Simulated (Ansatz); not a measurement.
```
Cl K
1.0
     8.69079    0.00000    0.00000
     0.00000    8.69079    0.00000
     0.00000    0.00000    7.76123
Cl K
16 4
Direct
  0.00000 0.30700 0.92000
  0.50000 0.80700 0.42000
  0.19300 0.00000 0.67000
  0.69300 0.50000 0.17000
  0.50000 0.19300 0.42000
  0.00000 0.69300 0.92000
  0.30700 0.50000 0.17000
  0.80700 0.00000 0.67000
  0.00000 0.19300 0.33000
  0.50000 0.69300 0.83000
  0.69300 0.00000 0.08000
  0.19300 0.50000 0.58000
  0.00000 0.80700 0.33000
  0.50000 0.30700 0.83000
  0.30700 0.00000 0.08000
  0.80700 0.50000 0.58000
  0.00000 0.00000 0.00000
  0.50000 0.50000 0.50000
  0.00000 0.50000 0.25000
  0.50000 0.00000 0.75000
```

Space group I4₁/amd; built by placing these elements on a known structure type; not relaxed (largest force 0.8 eV/Å); computed pressure about 2 GPa in this cell.

Computed with Ansatz, DFT, PAW plane waves, PBE.

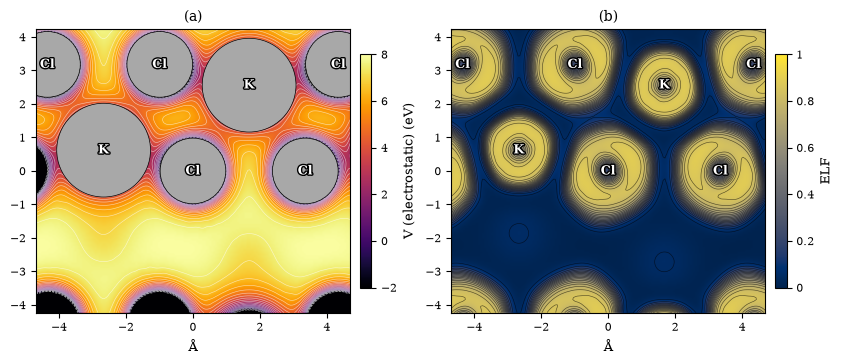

KCl₄. (a) electrostatic potential (local pseudopotential plus Hartree) felt by an electron; (b) ELF on the (100) plane of the conventional cell. Grey discs cover the atomic cores in the potential map.

Core electrons are frozen (PAW), and the valence fields are smoothed inside the atomic spheres.

Question: Describe what can be read from this map.

Answer: The plane passes through Cl and K nuclei.
K–Cl (2.74 Å): the ELF peaks at about 0.85 in the valence shell of Cl, 0.8 Å from its nucleus, and drops to about 0.10 between the two atoms: no shared electron pair shows on this line.
K–Cl (3.06 Å): the ELF peaks at about 0.90 in the valence shell of Cl, 0.8 Å from its nucleus, and drops to about 0.05 between the two atoms (no shared electron pair shows on this line).
The features right at K lie inside the PAW spheres, where the map follows smoothed inner orbitals and isn't to be read closely.
Outside the cores the potential energy rises away from the atoms and is highest about 2.3 Å from the nearest atoms; its zero is arbitrary.

Question: How much charge does the calculation move between the atoms?

Answer: Electrons move from K towards Cl. Bader charges: Cl −0.20 and K +0.79 e.
